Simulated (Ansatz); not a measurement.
**CH3F (SMILES CF) at B3LYP/def2-TZVPP**

What is the vertical singlet–triplet gap of CH3F at B3LYP/def2-TZVPP? 

The results are computed with Ansatz 0.2.0.

45 further runs of the same task are left out: 45 set aside as unsound or not needed.

**1. The molecule**

CH3F has 5 atoms, charge 0, and is taken as a singlet. SMILES: `CF`. The shape is that of a PBE0-D4/def2-TZVP optimisation.

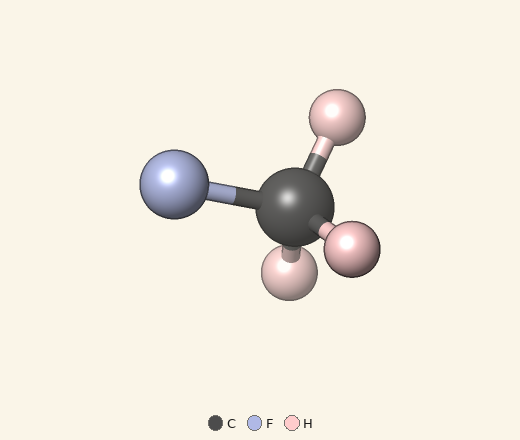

Viewed from a chosen angle; carbon dark grey, fluorine light blue, hydrogen pink.

**2. A single-point energy at B3LYP/def2-TZVPP**

File job.yaml:

```yaml
crystal:
  periodic: [false, false, false]
  atoms:
    - {symbol: C, position_ang: [-0.050700, 0.032900, 0.007800]}
    - {symbol: F, position_ang: [1.094100, -0.710500, -0.168600]}
    - {symbol: H, position_ang: [-0.918700, -0.626900, -0.058000]}
    - {symbol: H, position_ang: [-0.104800, 0.796000, -0.772000]}
    - {symbol: H, position_ang: [-0.019800, 0.508500, 0.990700]}
basis:
  gaussian:
    orbitals: def2-TZVPP
hamiltonian:
  xc: {name: B3LYP}
accuracy: high
output:
  orbitals: {seedname: orbitals}
```

On the command line:

```console
$ ansatz run job.yaml --threads 1 --pin off --max-ram 3480MiB --events-out events.jsonl --progress --plain --runs-dir runs
```

Log:

```text
Warning: RAYON_NUM_THREADS=1 ignored (pool sized by the plan → 1); use --threads N
Functional definition: B3LYP
  name "B3LYP"
  parameter a0 = 0.2
  parameter ax = 0.72
  parameter ac = 0.81
  exchange = (1 - a0 - ax)*slater_x + ax*b88_x + a0*exact_x
  correlation = (1 - ac)*vwn_rpa_c + ac*lyp_c
1796 factors; integrals over basis functions are off by at most 3.2e-9 eV
mean field evaluation 1: about -3801.8077 eV, gradient 3.5e1 eV
mean field evaluation 2: about -3801.4364 eV, gradient 3.8e1 eV
mean field evaluation 4: about -3804.3682 eV, gradient 2.0e0 eV
mean field evaluation 8: about -3804.3729 eV, gradient 1.3e-2 eV
mean field evaluation 16: about -3804.3729 eV, gradient 2.9e-8 eV
mean field -3804.37290085 eV, -139.8081254098 hartree, gradient 2.8e-8 eV, S^2 0.000000; 0 other end points of the search recorded, 0 dependent functions left out
reference -3804.37293057 eV, -139.8081265020 hartree; 9, 9 occupied and 95, 95 virtual orbitals, 1796 factors
Total energy: -3804.37293057 eV, -139.8081265020 hartree
```

Wall time 3.9 s (1 thread of Arm Neoverse V1, shared host); peak memory 0.23 GiB.

**3. The triplet, same level**

File input.yaml:

```yaml
crystal:
  periodic: [false, false, false]
  atoms:
    - {symbol: C, position_ang: [-0.050700, 0.032900, 0.007800]}
    - {symbol: F, position_ang: [1.094100, -0.710500, -0.168600]}
    - {symbol: H, position_ang: [-0.918700, -0.626900, -0.058000]}
    - {symbol: H, position_ang: [-0.104800, 0.796000, -0.772000]}
    - {symbol: H, position_ang: [-0.019800, 0.508500, 0.990700]}
basis:
  gaussian:
    orbitals: def2-TZVPP
magnetization:
  spin_polarized: true
  initial_magnetization: 2
hamiltonian:
  xc: {name: B3LYP}
accuracy: high
output: {orbitals: {seedname: orbitals}}
```

On the command line:

```console
$ ansatz run input.yaml --threads 1 --pin off --max-ram 3480MiB --events-out events.jsonl --progress --plain --runs-dir runs
```

Log:

```text
Warning: RAYON_NUM_THREADS=1 ignored (pool sized by the plan → 1); use --threads N
Functional definition: B3LYP
  name "B3LYP"
  parameter a0 = 0.2
  parameter ax = 0.72
  parameter ac = 0.81
  exchange = (1 - a0 - ax)*slater_x + ax*b88_x + a0*exact_x
  correlation = (1 - ac)*vwn_rpa_c + ac*lyp_c
1796 factors; integrals over basis functions are off by at most 3.2e-9 eV
mean field evaluation 1: about -3790.4327 eV, gradient 3.1e1 eV
mean field evaluation 2: about -3785.1791 eV, gradient 4.6e1 eV
mean field evaluation 4: about -3794.9940 eV, gradient 4.4e0 eV
mean field evaluation 8: about -3795.1486 eV, gradient 3.5e-1 eV
mean field evaluation 16: about -3795.1510 eV, gradient 1.8e-2 eV
mean field evaluation 32: about -3795.1528 eV, gradient 9.3e-5 eV
mean field evaluation 64: about -3795.1529 eV, gradient 4.5e-6 eV
mean field -3795.15304872 eV, -139.4693020932 hartree, gradient 1.8e-8 eV, S^2 2.003711; 8 other end points of the search recorded, 0 dependent functions left out
reference -3795.15308147 eV, -139.4693032970 hartree; 10, 8 occupied and 94, 96 virtual orbitals, 1796 factors
Total energy: -3795.15308147 eV, -139.4693032970 hartree
```

It took 39 s on 1 thread of Arm Neoverse V1, shared host; peak memory 0.33 GiB.

**4. Summary of results**

Level: B3LYP/def2-TZVPP.

```
                                        quantity          value
                           singlet: total energy  -139.80813 Eh
                            singlet: HOMO energy       -9.56 eV
                            singlet: LUMO energy        1.29 eV
                          singlet: HOMO–LUMO gap       10.85 eV
                           triplet: total energy  -139.46930 Eh
     triplet: HOMO energy (highest over α and β)       -1.16 eV
                                   triplet: ⟨S²⟩          2.004
vertical energy of the triplet above the singlet       9.220 eV
```

What this shows: At this shape the triplet lies 9.22 eV (890 kJ/mol) above the singlet.
